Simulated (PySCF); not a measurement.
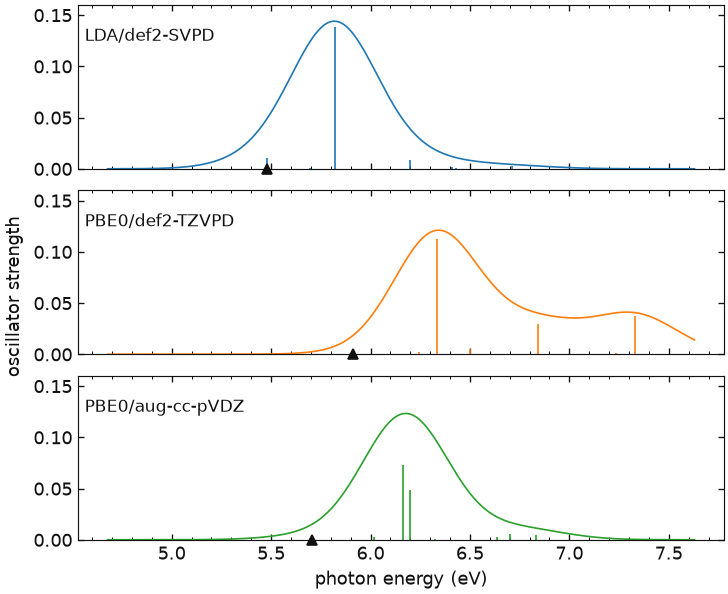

Vertical TDDFT spectra of C₄H₈Ge, SMILES CC#C[CH2][GeH3], singlet at one geometry and several levels (PySCF, at a PBE0-D3(BJ)/def2-SVP geometry (no frequency check)); sticks with Gaussians of 1/e half-width 0.30 eV, the triangle marks S1, which has the same leading orbital pair at all these levels. Only the lowest states were computed, so the high end is incomplete. States within 0.01 eV of each other are merged, with their strengths summed. The highest state may be half of a pair whose partner wasn't computed.

Question: Order the levels by their S1 energy.

Answer: From lowest to highest: LDA/def2-SVPD 5.48 eV, PBE0/aug-cc-pVDZ 5.71 eV, PBE0/def2-TZVPD 5.91 eV; a spread of 0.43 eV.

Caveats, for all or some of the runs: core orbitals are frozen in the response; states above the negative HOMO energy depend on the basis.
